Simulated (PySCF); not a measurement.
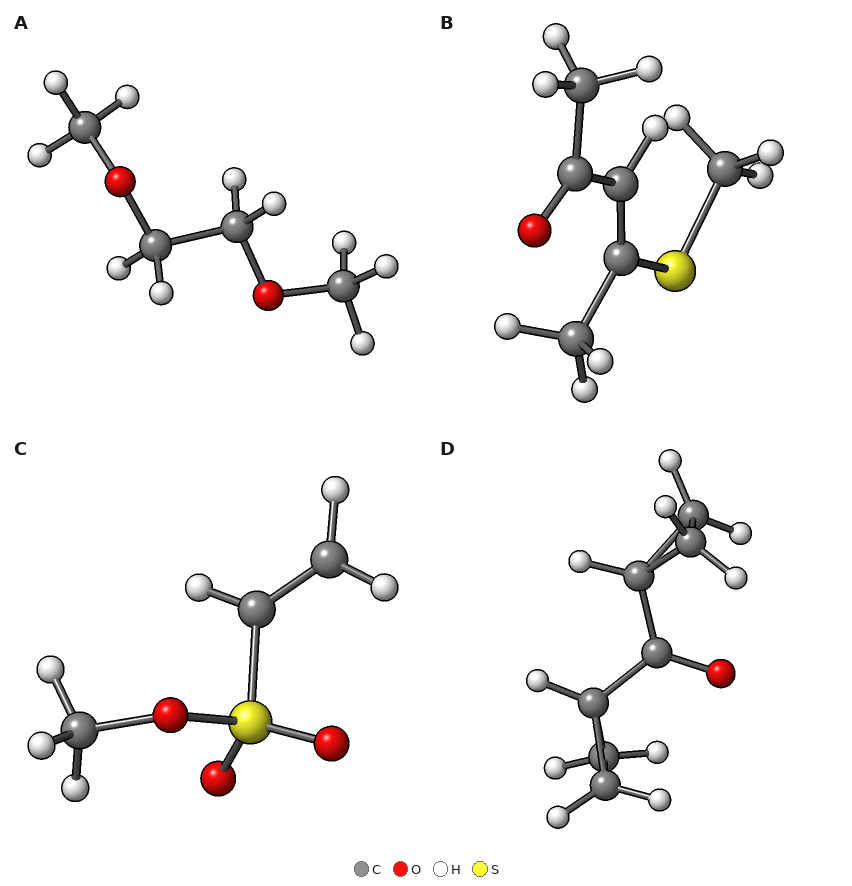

(Drawn from a calculation with PySCF.)

```xyz
18
charge 0, multiplicity 1
C     2.5246    1.2974   -0.2344
S     2.2887   -0.4763   -0.0749
C     0.5598   -0.6885   -0.0762
C     0.1873   -2.1342    0.0598
C    -0.3320    0.3302   -0.1854
C    -1.7902    0.1455   -0.1843
C    -2.6017    1.4132   -0.3385
O    -2.3364   -0.9372   -0.0691
H     2.0750    1.8376    0.6118
H     2.1124    1.6727   -1.1825
H     3.6109    1.4608   -0.2265
H    -0.4205   -2.2874    0.9629
H    -0.4472   -2.4458   -0.7816
H     1.0809   -2.7733    0.1059
H     0.0249    1.3570   -0.2844
H    -3.6704    1.1671   -0.3286
H    -2.3471    1.9223   -1.2819
H    -2.3758    2.1169    0.4788
```

Which picture belongs to the input above?

Answer. B. The file holds C6H10OS, `CS/C(C)=C/C(C)=O`.
